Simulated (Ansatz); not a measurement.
# Bilayer T-PtS2 in a field along the normal: induced dipole (PBEsol)

A gate puts a field across bilayer T-PtS2. How large is the induced dipole, and what happens to the gap?

All values are computed: Ansatz 0.2.0, PBEsol, plane waves, no spin–orbit coupling; sawtooth field with a dipole correction, atoms held at their zero-field places, cell area 10.87 Å². The field is the one in the vacuum. Energy changes count from the zero-field run.

```
field (V/Å)  dipole (e·Å)  energy change (meV)  gap on the path (eV)
       0.05         0.026                 -0.6                  0.55
        0.1         0.052                 -2.6                  0.55
        0.2         0.104                -10.4                  0.55
        0.3             ?                    ?                     ?
        0.4         0.208                -41.5                  0.55
```

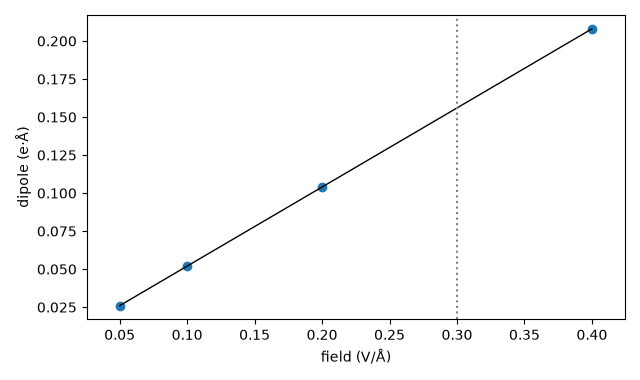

The shown rows (points), the fit (line) and the place of the withheld row (dotted).

**Fit.** A least-squares line through the shown values, as rounded, is dipole = 0.000 + 0.52 × field (V/Å); it misses them by 0.000 e·Å at most. The fit misses the rows by 0.000 e·Å on average, and their plain mean by 0.058 e·Å, so the fit does better. The slope is the electronic polarisability of the cell, α = 0.52 e·Å²/V. It also sets the energy, −αF²/2 for a sheet without a dipole of its own: -41.6 meV at 0.4 V/Å. From the weakest to the strongest field the gap on the path changes by +0.00 eV.

**The withheld row.** The prediction is 0.000 + 0.52 × (0.3) = 0.156 e·Å. The run gave dipole 0.156 e·Å, energy change -23.3 meV, gap on the path 0.55 eV. The miss in dipole is +0.000 e·Å, within the scatter of the fitted rows. The mean of the shown rows would have missed by +0.058 e·Å.

Ions don't move, so the lattice part of the screening is missing; semilocal functionals overestimate polarisabilities somewhat.

[Logs are printed without paths, hosts, clocks, repeated set-up lines and the standing remarks that a program may print on its own settings, such as how far it seeks lower states.]
